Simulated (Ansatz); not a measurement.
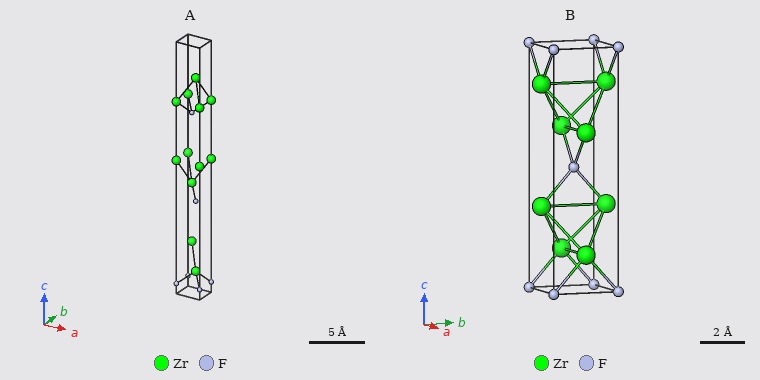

Two structures of Zr$_{2}$F, each relaxed to rest (conventional cells in solid outline, small ones repeated, not to one scale). Method: DFT PBE, scalar-relativistic, plane waves, PAW in Ansatz 0.2.0, without spin polarisation.

> Which structures are these?

A: 9 atoms a cell on a rhombohedral (trigonal R) lattice, R3m. B: 6 atoms a cell on a primitive tetragonal lattice, P4_2/nmc.

> Which structure wins energetically, and by what margin?

B is lower, by 120 meV/atom at this level of theory (energies at zero smearing). Volumes: A 24.0, B 18.8 Å³/atom.

One or both may be structure types tried for this composition rather than known phases.
